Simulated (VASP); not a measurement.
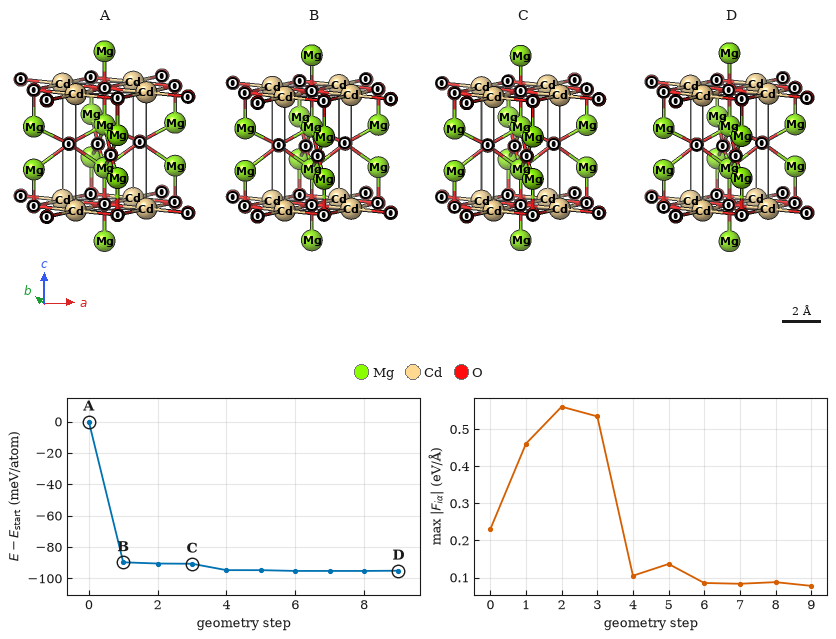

Frames of a relaxation of solid Mg2CdO3 (a generated structure, set up in P-4m2), marked on the history of the run. A ball-and-stick model of the cell of the calculation, seen slightly off an axis.

The run lets cell and atoms move.

The calculation used Kohn-Sham DFT of a periodic cell, PBE, VASP PAW PBE potentials, recommended (VASP 6.6.1).

The input:
```
  ALGO = Fast
  EDIFF = 1E-4
  EDIFFG = -0.08
  ENCUT = 520
  GGA = PE
  IBRION = 2
  ISIF = 3
  ISMEAR = 0
  LASPH = T
  LCHARG = F
  LREAL = F
  LWAVE = F
  NELM = 60
  NSW = 24
  PREC = Normal
  SIGMA = 0.15
```

Run as
```bash
cat potpaw_PBE.64/Mg/POTCAR potpaw_PBE.64/Cd/POTCAR potpaw_PBE.64/O/POTCAR > POTCAR
mpirun -np 1 vasp_std > vasp.out
```

What happens along the run?

Answer. The largest moves relative to the cell, 0.014 Å, are those of O atoms. Largest moves by element: O 0.014 Å, Mg 0.013 Å. Cd stays in place. The drawn cell changes as follows: a = b 3.854 → 3.585 Å (−7.0 %), c 6.312 → 6.242 Å (−1.1 %); the volume changes by −14.4 %. Among the contacts that change: Cd–O 2.725 → 2.535 Å, Mg–O 2.162 → 2.025 Å, Mg–O 2.351 → 2.234 Å, Mg–Mg 2.328 → 2.276 Å. Among the angles between lasting bonds that change: O–Mg–O 110.1° → 106.7°, Mg–O–Mg 110.1° → 106.7°, Mg–O–Mg 61.9° → 64.4°. The space group stays P-4m2 (No. 115). After 9 geometry steps the energy has fallen by 95.0 meV per atom. The largest force component goes from 0.23 to 0.078 eV/Å. The pressure goes from −9.75 to 0.38 GPa. The volume changes by over a tenth within one run on a fixed set of plane waves, so the end point should be relaxed again from the new cell. It ran on 1 thread of Intel(R) Xeon(R) Platinum 8259CL CPU @ 2.50GHz (Skylake/Cascade Lake), on a shared host. From step 0 to 1: volume −13.2 %, energy −89.7 meV per atom. From step 1 to 3: volume −1.6 %, energy −0.9 meV per atom. From step 3 to 9: Mg atoms move most (0.03 Å), volume +0.1 %, energy −4.4 meV per atom.

```csv
step,"E − E(0), meV/atom","largest force component, eV/Å","pressure, GPa","volume, Å³/atom"
0,0.00,0.2306,-9.75,15.628
1,-89.67,0.4613,-1.30,13.568
2,-90.46,0.5608,1.08,13.288
3,-90.61,0.5347,0.56,13.358
4,-94.68,0.1050,0.62,13.334
5,-94.69,0.1366,0.61,13.333
6,-95.18,0.0854,-0.05,13.430
7,-95.19,0.0832,-0.02,13.419
8,-95.19,0.0876,-0.04,13.413
9,-95.04,0.0776,0.38,13.373
```
